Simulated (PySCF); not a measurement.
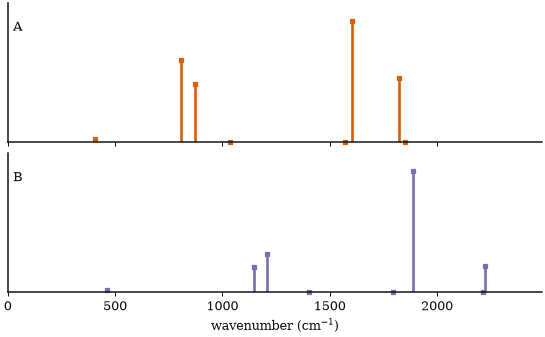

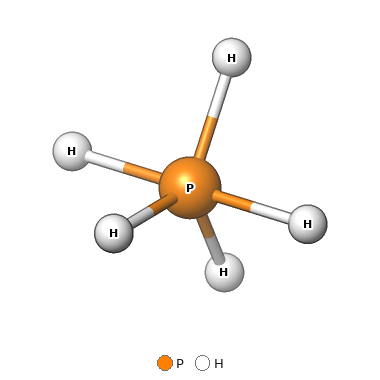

Harmonic infrared lines of PH₅ and SbH₅, all D3h singlets, each the lowest point that its search found (PH₅ is drawn); the central atom changes down one group of the periodic table. BP86/def2-TZVP (core potentials past Kr), PySCF 2.14.0, unscaled, no spin-orbit coupling; each panel is scaled to its strongest line, degenerate modes are one line with their intensities summed, and dots on the axis are modes too weak to show or inactive.

Which panel belongs to which molecule?

Answer. A: SbH₅ (strongest line 1602.0 cm⁻¹); B: PH₅ (strongest line 1887.5 cm⁻¹).

How do the bond length and the stretches change along the series?

Answer. Mean bond length: PH₅ 1.461, SbH₅ 1.752 Å, rising down the group. Highest e' mode: PH₅ 2223, SbH₅ 1822 cm⁻¹, falling down the group.
